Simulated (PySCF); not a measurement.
# C5H7ClSSi: magnetic properties

What do calculations give for the magnetic properties of C5H7ClSSi (`CSC1=CC=C[Si@H]1Cl`)?

Computed with PySCF 2.14.0 and routines of our own; the level stands in each step. Atoms count from 0.

## (1) The system as given

15 atoms, charge 0, multiplicity 1; geometry from: GFN2-xTB.

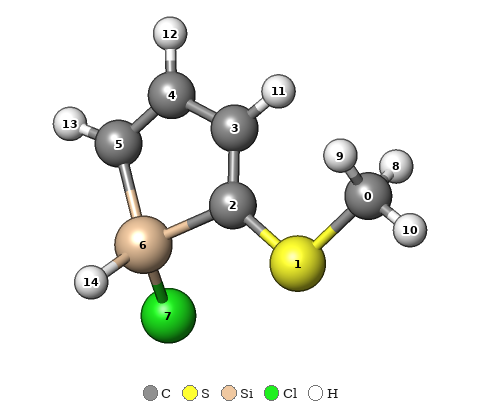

The starting geometry (carbon grey, sulfur yellow, silicon light orange, chlorine green, hydrogen white).

## (2) Magnetic properties: GIAO wB97X-D/pcSseg-1

Job settings and geometry (Å):

```
{"job": {"kind": "mag", "xc": "wB97X-D", "basis": "pcSseg-1", "isotopologues": 2}, "charge": 0, "multiplicity": 1}
C      2.228571    -1.738387     0.314881
S      1.766003    -0.528101    -0.962164
C      0.246719     0.096979    -0.403998
C     -0.427597    -0.253111     0.707199
C     -1.688078     0.432118     0.908419
C     -2.058795     1.330330    -0.018689
Si    -0.757506     1.399414    -1.373282
Cl     0.201298     3.159517    -1.545871
H      2.346040    -1.234522     1.269742
H      1.471703    -2.514825     0.373482
H      3.175073    -2.164366    -0.001751
H     -0.094492    -0.978016     1.433416
H     -2.273046     0.202623     1.787773
H     -2.978259     1.884672     0.052358
H     -1.162049     0.913665    -2.687797
```

With the program's defaults for keys left out, this is: GIAO wB97X-D/pcSseg-1 magnetisability, rotational g tensor and spin-rotation constants, non-relativistic, gas phase.

Command:

```
> OMP_NUM_THREADS=1 python excited_run.py task.json out
```

This one command runs all jobs of the session in turn.

Standard output:

```text
coarse grid: 14648 points
cycle   1  E = -1342.3878373167  dE =  1.348e+00  |g| = 3.769e-01  |ddm| = 3.761e+00
cycle   2  E = -1342.4169238376  dE = -2.909e-02  |g| = 2.671e-01  |ddm| = 7.479e-01
cycle   3  E = -1342.4334893368  dE = -1.657e-02  |g| = 4.807e-02  |ddm| = 2.868e-01
cycle   4  E = -1342.4340440398  dE = -5.547e-04  |g| = 2.920e-02  |ddm| = 8.718e-02
cycle   5  E = -1342.4342684618  dE = -2.244e-04  |g| = 4.598e-03  |ddm| = 3.400e-02
cycle   6  E = -1342.4342786410  dE = -1.018e-05  |g| = 2.000e-03  |ddm| = 1.090e-02
cycle   7  E = -1342.4342806052  dE = -1.964e-06  |g| = 1.024e-03  |ddm| = 3.656e-03
final grid: 129064 points
cycle   8  E = -1342.4941951961  dE = -1.716e-04  |g| = 5.285e-03  |ddm| = 4.469e-02
cycle   9  E = -1342.4941993318  dE = -4.136e-06  |g| = 3.747e-03  |ddm| = 1.203e-02
cycle  10  E = -1342.4942022705  dE = -2.939e-06  |g| = 6.813e-04  |ddm| = 4.277e-03
cycle  11  E = -1342.4942024000  dE = -1.294e-07  |g| = 3.525e-04  |ddm| = 1.311e-03
cycle  12  E = -1342.4942024380  dE = -3.808e-08  |g| = 1.089e-04  |ddm| = 5.172e-04
cycle  13  E = -1342.4942024439  dE = -5.883e-09  |g| = 4.553e-05  |ddm| = 2.292e-04
cycle  14  E = -1342.4942024452  dE = -1.293e-09  |g| = 1.864e-05  |ddm| = 9.906e-05
cycle  15  E = -1342.4942024457  dE = -4.652e-10  |g| = 6.072e-06  |ddm| = 8.378e-05
converged SCF energy = -1342.4942024457

Magnetisability tensor (1e-30 J/T^2)
    -1519.83      -94.61      -89.78
      -94.61    -1625.01     -122.45
      -89.78     -122.45    -1491.55
isotropic -1545.46   principal values   -1764.51  -1467.01  -1404.86
isotropic susceptibility -93.070 1e-6 cm^3/mol

Inertial axes            a          b          c
rot. const./GHz      1.7678     0.8917     0.6410
chi total           -89.280    -86.928   -103.001
chi diamagnetic    -788.880  -1434.418  -1931.256
chi paramagnetic    699.600   1347.490   1828.255
quadrupole/D A        8.178     -2.118     -6.060
g nuclear            0.5524     0.5516     0.5468
g electronic        -0.5810    -0.5645    -0.5505
g total             -0.0286    -0.0129    -0.0037

Spin-rotation constants (kHz, H = +C I.J)
atom  isotope        aa         bb         cc
  7   35Cl        0.179      0.098      0.034
  8     1H       -0.177     -0.088      0.006
  9     1H       -0.161     -0.022     -0.048
 10     1H       -0.061     -0.039     -0.073
 11     1H        0.118     -0.076     -0.066
 12     1H       -0.186      0.088     -0.060
 13     1H        0.081     -0.039     -0.081
 14     1H       -0.156     -0.076      0.028
  0    13C*       0.251      0.131      0.090
  1    33S*       0.403      0.270      0.177
  2    13C*       0.869      0.362      0.111
  3    13C*       0.823      0.277      0.116
  4    13C*       0.661      0.442      0.123
  5    13C*       0.662      0.349      0.098
  6   29Si*      -1.081     -0.527     -0.432
* in the singly substituted isotopologue

Isotopologues: g along a, b, c
2H    at 8,9,10,11,12,1    -0.0263    -0.0118    -0.0034
13C   at 0                 -0.0286    -0.0126    -0.0037
```

Run time: 42 s. Hardware: 1 thread of Arm Neoverse V2, shared host; peak memory 0.96 GiB.

In short:

```csv
quantity,value
magnetisability,-1545·10⁻³⁰ J/T²
molar susceptibility,-93.1·10⁻⁶ cm³/mol
"rotational g (a, b, c)","-0.0286, -0.0129, -0.0037"
```

## (3) Magnetic properties: GIAO BP86/3-21G in chloroform

The job, as its differences from that of step 2:

```diff
@@ -1,2 +1,2 @@
-{"job": {"kind": "mag", "xc": "wB97X-D", "basis": "pcSseg-1", "isotopologues": 2}, "charge": 0, "multiplicity": 1}
+{"job": {"kind": "mag", "xc": "BP86", "basis": "3-21G", "solvent": "chloroform"}, "charge": 0, "multiplicity": 1}
 C      2.228571    -1.738387     0.314881
```

Method: GIAO BP86/3-21G magnetisability, non-relativistic, IEF-PCM chloroform.

Standard output:

```text
coarse grid: 14648 points
cycle   1  E = -1335.7679015154  dE =  1.889e-01  |g| = 5.063e-01  |ddm| = 4.250e+00
cycle   2  E = -1335.6654967348  dE =  1.024e-01  |g| = 7.536e-01  |ddm| = 1.640e+00
cycle   3  E = -1335.8249694145  dE = -1.595e-01  |g| = 2.266e-01  |ddm| = 1.258e+00
cycle   4  E = -1335.8416219464  dE = -1.665e-02  |g| = 3.649e-02  |ddm| = 3.461e-01
cycle   5  E = -1335.8418650060  dE = -2.431e-04  |g| = 2.347e-02  |ddm| = 8.554e-02
cycle   6  E = -1335.8420243633  dE = -1.594e-04  |g| = 3.929e-03  |ddm| = 3.577e-02
cycle   7  E = -1335.8420277185  dE = -3.355e-06  |g| = 2.259e-03  |ddm| = 7.607e-03
final grid: 129064 points
cycle   8  E = -1335.9249063787  dE = -3.192e-05  |g| = 8.705e-03  |ddm| = 3.327e-02
cycle   9  E = -1335.9248490764  dE =  5.730e-05  |g| = 1.650e-02  |ddm| = 2.892e-02
cycle  10  E = -1335.9249238943  dE = -7.482e-05  |g| = 3.070e-03  |ddm| = 2.166e-02
cycle  11  E = -1335.9249266715  dE = -2.777e-06  |g| = 5.588e-04  |ddm| = 3.983e-03
cycle  12  E = -1335.9249267820  dE = -1.105e-07  |g| = 2.452e-04  |ddm| = 9.429e-04
cycle  13  E = -1335.9249267981  dE = -1.613e-08  |g| = 6.099e-05  |ddm| = 3.680e-04
cycle  14  E = -1335.9249267992  dE = -1.067e-09  |g| = 2.158e-05  |ddm| = 1.133e-04
cycle  15  E = -1335.9249267993  dE = -1.573e-10  |g| = 4.614e-06  |ddm| = 3.938e-05
converged SCF energy = -1335.9249267993

Magnetisability tensor (1e-30 J/T^2)
    -1616.66      -71.31      -77.90
      -71.31    -1699.55      -95.80
      -77.90      -95.80    -1608.85
isotropic -1641.69   principal values   -1813.70  -1581.53  -1529.84
isotropic susceptibility -98.865 1e-6 cm^3/mol

Inertial axes            a          b          c
rot. const./GHz      1.7678     0.8917     0.6410
chi total           -95.928    -93.570   -107.096
chi diamagnetic    -789.203  -1433.672  -1930.483
chi paramagnetic    693.275   1340.102   1823.387
quadrupole/D A        9.404     -2.707     -6.696
```

Run time: 11 s. Hardware: 1 thread of Arm Neoverse V2, shared host; peak memory 0.53 GiB.

In short:

| quantity | value |
| --- | --- |
| magnetisability | -1642·10⁻³⁰ J/T² |
| molar susceptibility | -98.9·10⁻⁶ cm³/mol |

## (4) Outcome

| quantity | value |
| --- | --- |
| magnetisability (step 2, GIAO wB97X-D/pcSseg-1) | -1545·10⁻³⁰ J/T² |
| molar susceptibility (step 2, GIAO wB97X-D/pcSseg-1) | -93.1·10⁻⁶ cm³/mol |
| rotational g (a, b, c) (step 2, GIAO wB97X-D/pcSseg-1) | -0.0286, -0.0129, -0.0037 |

What this shows: The values above hold for this geometry and these levels alone. Vibrational averaging and real surroundings are missing from these values.
